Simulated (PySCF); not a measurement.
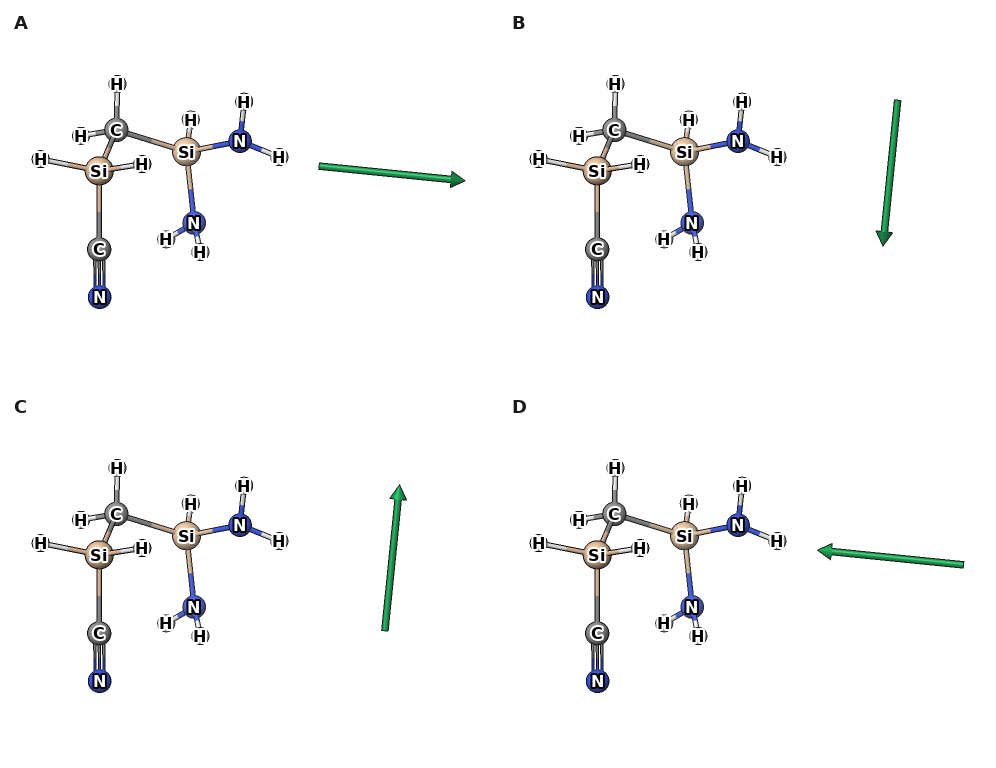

The same molecule four times, each with an arrow. Computed geometry: GFN2-xTB optimisation. No frequency run is at hand to confirm it as a minimum. Level of theory: CAM-B3LYP/def2-SVPD, gas phase (PySCF 2.14.0).

Question: Which arrow points along the dipole moment, from the negative to the positive end?

Answer: C. The dipole moment is 4.03 D.

The geometry is semi-empirical. Around Si such bond lengths and angles can be off by a tenth of an ångström or more and by several degrees, and values that hang on the shape move with them.
